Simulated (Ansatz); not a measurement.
**CH5BBe (SMILES [BeH][BH]C): density, localisation and related maps**

Input

```
crystal:
  periodic: [false, false, false]
  atoms:
    - symbol: C
      position_ang: [-1.157975, -0.811345, -0.535416]
    - symbol: B
      position_ang: [-0.230049, -0.052260, 0.482256]
    - symbol: Be
      position_ang: [1.273531, -0.759971, 1.370734]
    - symbol: H
      position_ang: [-0.600597, 1.086208, 0.750409]
    - symbol: H
      position_ang: [2.348808, -1.244038, 2.010858]
    - symbol: H
      position_ang: [-0.751784, -1.720642, -1.021004]
    - symbol: H
      position_ang: [-1.669116, -0.174373, -1.287862]
    - symbol: H
      position_ang: [-1.980997, -1.168934, 0.142244]
basis:
  gaussian: {orbitals: def2-TZVPD}
hamiltonian: {xc: {name: PBE0}}
output: {forces: true, orbitals: {seedname: orbitals}}
```

Run with:

```sh
ansatz run input.yaml --threads 1 --pin off --max-ram 2610MiB --events-out events.jsonl --progress --plain --runs-dir runs
```

Geometry: BLYP-D3(BJ)/def2-SVP.

The calculation used isolated molecule in a Gaussian basis; Kohn-Sham density functional theory, functional PBE0 (Ansatz 0.2.0).

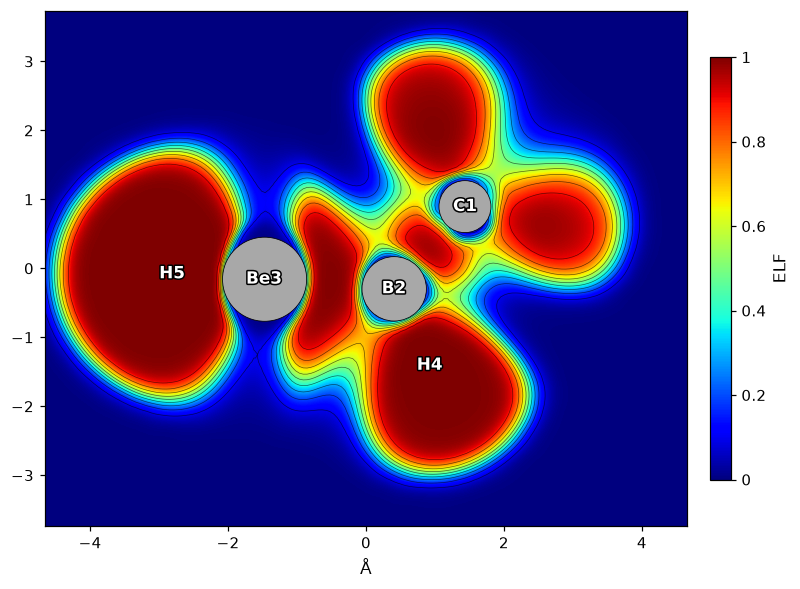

Figure 1. Electron localisation function on the plane of atoms C1, B2 and Be3. Grey discs cover the atomic cores.

Question: What does the map show?

Answer:
- The plane passes through C, B, Be and H nuclei.
- C–B (1.57 Å): the ELF peaks at about 0.95 between the atoms: localised, covalent bonding.
- Be–B (1.88 Å): the ELF peaks at about 1 between the atoms: a covalent bond.
- B–H (1.23 Å): the ELF climbs to about 1 towards the hydrogen, as it does in any bond to H (a covalent bond by its length).
- Be–H (1.34 Å): the ELF climbs to about 1 towards the hydrogen.

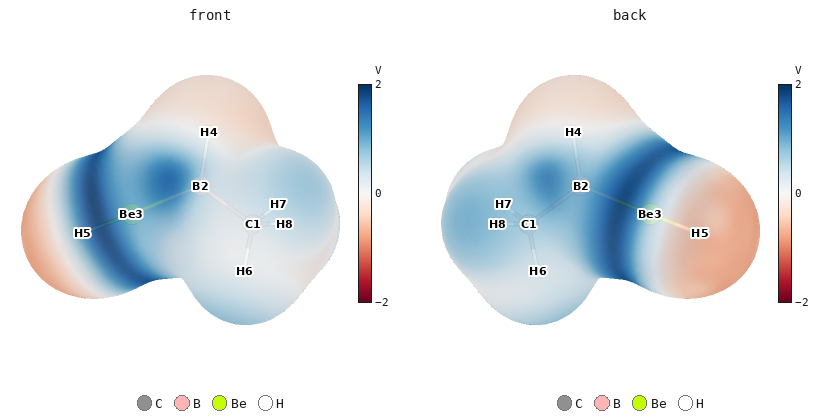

Figure 2. The electrostatic potential painted on the density surface at 0.002 e/bohr³, seen from the front and from behind; red is negative and blue positive.

Question: Describe the electrostatic potential map.

Answer: The most negative region (about −0.7 V) lies over H5, the most positive (about +1.9 V) over Be3.

Question: How polar is the molecule by this calculation?

Answer: Its dipole moment is 0.88 D.

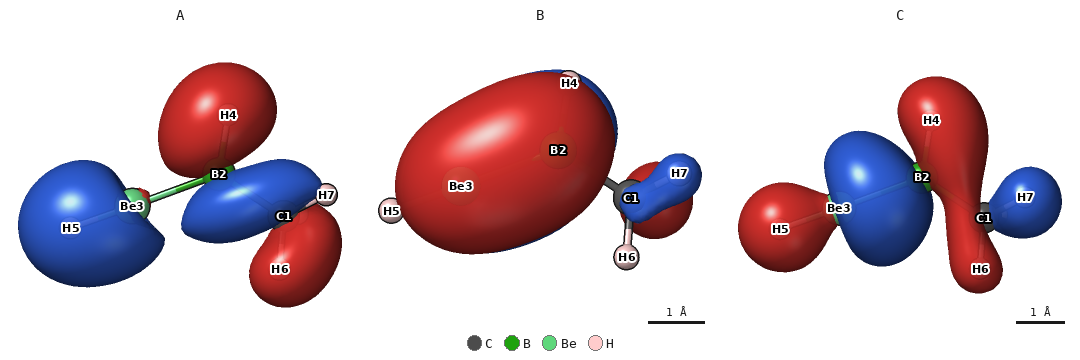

Figure 3. Three frontier orbitals at ±0.08 Å⁻³ᐟ² (blue and red are the two phases), in no order.

Question: Which picture is the HOMO−1, the HOMO and the LUMO?

Answer: A is the HOMO−1 (−9.02 eV). Its weight (Hirshfeld) is mainly on B2 (about 20 %), H5 (about 20 %), C1 (about 20 %), Be3 (about 15 %) and H4 (about 15 %). C is the HOMO (−7.18 eV). By Hirshfeld shares it lies mainly on B2 (about 40 %), Be3 (about 30 %), H4 (about 10 %), C1 (about 10 %) and H5 (about 10 %). B is the LUMO (−2.19 eV). By Hirshfeld shares it lies mainly on B2 (about 45 %) and Be3 (about 40 %); π-bonding across B2–Be3.

Question: What is the HOMO–LUMO gap?

Answer: 4.99 eV between the orbital energies.

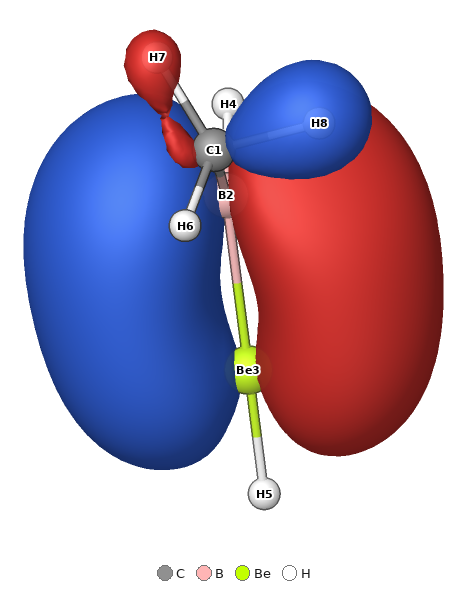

Figure 4. The LUMO at ±0.1 Å⁻³ᐟ² (red and blue are the two phases), seen at an oblique angle.

Question: Describe this orbital and give its energy.

Answer: It lies mainly on B2 (about 45 %) and Be3 (about 40 %); π-bonding across B2–Be3. Its energy is −2.19 eV.
